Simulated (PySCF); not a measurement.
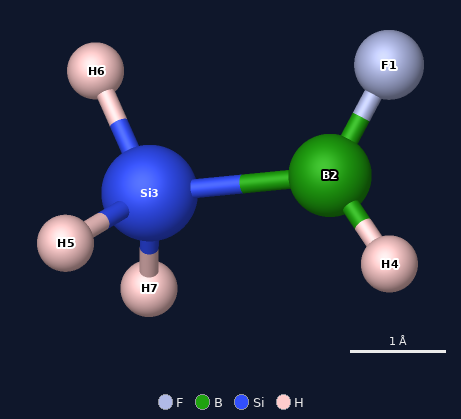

The structure as given in the input (ball-and-stick view, seen at a tilt; atoms are numbered from 1 in the order of the input).

# What a change does: NMR shielding calculation on BSiH4F

System: BSiH4F.
Method of run 1: GIAO PBE0/pcSseg-2 NMR shielding, non-relativistic, gas phase (PySCF 2.14.0).

The geometry comes from this level: PBE0-D3(BJ)/def2-SVP. Text and figures count atoms from 1; the logs count them from 0 in places.

### Input, run 1
```
{"job": {"kind": "nmr", "xc": "PBE0", "basis": "pcSseg-2", "pop": false}, "charge": 0, "multiplicity": 1}
F      2.009467     1.075633    -0.152758
B      1.285242    -0.018165    -0.004434
Si    -0.748811     0.075100     0.001228
H      1.899430    -1.059487     0.119925
H     -1.268194    -0.507607     1.279704
H     -1.276121     1.466460    -0.146421
H     -1.276928    -0.765407    -1.120545
```

The first line tells a small driver script what to run in PySCF; the rest is the geometry in Å.

Command:
```bash
OMP_NUM_THREADS=1 python <driver script> task.json out
```

Hardware: 1 CPU thread, shared host.

### Output (run 1)
```
coarse grid: 6280 points
cycle   1  E = -416.3829160171  dE = -6.075e-02  |g| = 4.377e-01  |ddm| = 1.730e+00
cycle   2  E = -416.3330145929  dE =  4.990e-02  |g| = 7.324e-01  |ddm| = 4.848e-01
cycle   3  E = -416.4132269338  dE = -8.021e-02  |g| = 2.383e-02  |ddm| = 3.090e-01
cycle   4  E = -416.4133221537  dE = -9.522e-05  |g| = 5.342e-03  |ddm| = 1.544e-02
cycle   5  E = -416.4133267031  dE = -4.549e-06  |g| = 8.721e-04  |ddm| = 5.010e-03
final grid: 56232 points
cycle   6  E = -416.4176101178  dE = -5.845e-05  |g| = 3.402e-03  |ddm| = 2.421e-02
cycle   7  E = -416.4176097702  dE =  3.476e-07  |g| = 3.687e-03  |ddm| = 4.316e-03
cycle   8  E = -416.4176118840  dE = -2.114e-06  |g| = 7.647e-04  |ddm| = 2.156e-03
cycle   9  E = -416.4176119694  dE = -8.542e-08  |g| = 1.651e-04  |ddm| = 4.273e-04
cycle  10  E = -416.4176119773  dE = -7.902e-09  |g| = 1.562e-05  |ddm| = 1.617e-04
cycle  11  E = -416.4176119774  dE = -4.144e-11  |g| = 2.150e-06  |ddm| = 1.152e-05
converged SCF energy = -416.4176119774

GIAO shielding tensors (ppm)
atom      isotropic    diamagn.    paramagn.     s11        s22        s33       span
  0 F      107.741     465.831    -358.090   -155.766    -45.676    524.665    680.431
  1 B       21.264     192.075    -170.812    -73.032     52.598     84.225    157.257
  2 Si     453.340     879.510    -426.170    437.860    449.208    472.953     35.093
  3 H       24.449      28.468      -4.019     21.029     24.321     27.997      6.968
  4 H       27.653      28.460      -0.807     25.226     25.950     31.784      6.557
  5 H       27.946      28.721      -0.775     25.215     26.081     32.541      7.326
  6 H       27.660      28.463      -0.803     25.245     25.959     31.775      6.530
```

For run 2 the input was changed thus:
```diff
-"xc": "PBE0"
+"xc": "B3LYP"
```

Predict how the results change.

The total energies belong to different methods, so their difference says nothing on which is more stable or more accurate. The HOMO goes from −8.22 to −8.03 eV. The LUMO goes from −1.78 to −2.00 eV. Of all shieldings, the largest change is that of Si3, by −15.2 ppm. The functional changes from PBE0 to B3LYP. The number of SCF iterations is the same.

### Output (run 2)
```
coarse grid: 6280 points
cycle   1  E = -416.6759222925  dE = -6.091e-02  |g| = 4.751e-01  |ddm| = 1.734e+00
cycle   2  E = -416.5992371677  dE =  7.669e-02  |g| = 8.649e-01  |ddm| = 5.677e-01
cycle   3  E = -416.7105887199  dE = -1.114e-01  |g| = 3.194e-02  |ddm| = 3.768e-01
cycle   4  E = -416.7107797878  dE = -1.911e-04  |g| = 6.808e-03  |ddm| = 2.211e-02
cycle   5  E = -416.7107883909  dE = -8.603e-06  |g| = 1.267e-03  |ddm| = 6.493e-03
final grid: 56232 points
cycle   6  E = -416.7130983278  dE = -5.106e-05  |g| = 2.419e-03  |ddm| = 2.325e-02
cycle   7  E = -416.7130981725  dE =  1.553e-07  |g| = 2.565e-03  |ddm| = 3.126e-03
cycle   8  E = -416.7130991348  dE = -9.623e-07  |g| = 7.384e-04  |ddm| = 1.534e-03
cycle   9  E = -416.7130992103  dE = -7.554e-08  |g| = 1.431e-04  |ddm| = 3.833e-04
cycle  10  E = -416.7130992148  dE = -4.441e-09  |g| = 9.531e-06  |ddm| = 1.334e-04
cycle  11  E = -416.7130992148  dE = -2.296e-11  |g| = 4.294e-06  |ddm| = 1.396e-05
converged SCF energy = -416.7130992148

GIAO shielding tensors (ppm)
atom      isotropic    diamagn.    paramagn.     s11        s22        s33       span
  0 F      107.167     466.325    -359.159   -153.081    -45.428    520.010    673.092
  1 B       18.302     191.281    -172.979    -75.989     50.403     80.491    156.481
  2 Si     438.117     878.975    -440.857    421.201    434.815    458.335     37.134
  3 H       24.695      28.677      -3.982     21.372     24.587     28.126      6.754
  4 H       27.851      28.574      -0.723     25.502     26.207     31.842      6.340
  5 H       28.136      28.833      -0.696     25.487     26.337     32.586      7.099
  6 H       27.857      28.576      -0.719     25.521     26.218     31.833      6.311
```

### The two runs side by side

| quantity | run 1 | run 2 |
| --- | --- | --- |
| outcome | converged | converged |
| total energy (hartree) | −416.417612 | −416.713099 |
| HOMO (eV) | −8.22 | −8.03 |
| LUMO (eV) | −1.78 | −2.00 |
| dipole moment (D) | 0.56 | 0.55 |
| shielding of F1 (ppm) | 107.7 | 107.2 |
| shielding of B2 (ppm) | 21.3 | 18.3 |
| shielding of Si3 (ppm) | 453.3 | 438.1 |
| shielding of H4 (ppm) | 24.4 | 24.7 |
| shielding of H5 (ppm) | 27.7 | 27.9 |
| shielding of H6 (ppm) | 27.9 | 28.1 |
| shielding of H7 (ppm) | 27.7 | 27.9 |
| SCF iterations | 11 | 11 |
| basis functions | 171 | 171 |
| wall time (shared host) | 11 s | 11 s |
